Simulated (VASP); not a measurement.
Band structure of LiMgBN2 (space group I-4m2). Computed with r2SCAN meta-GGA, VASP's PBE PAW potentials (set 64) (plane waves; VASP).

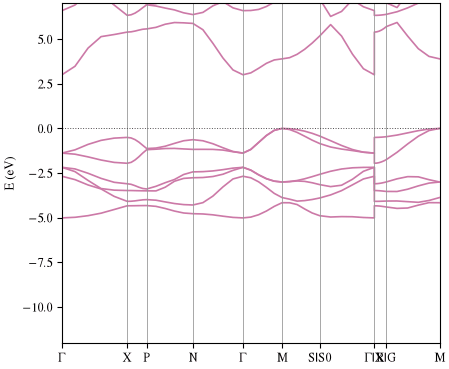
Fig. 1. Bands along high-symmetry lines, zero at the valence-band maximum or, without a gap, the Fermi level

Problem. Read the plot: is there a gap, and where are the band edges?

Solution. The gap is indirect, 3.01 eV, from the valence maximum at M to the conduction minimum at Γ.

The structure comes from a computed database's LiMgBN2 entry (I-4m2); how it stands against other phases isn't given here. It was relaxed first.
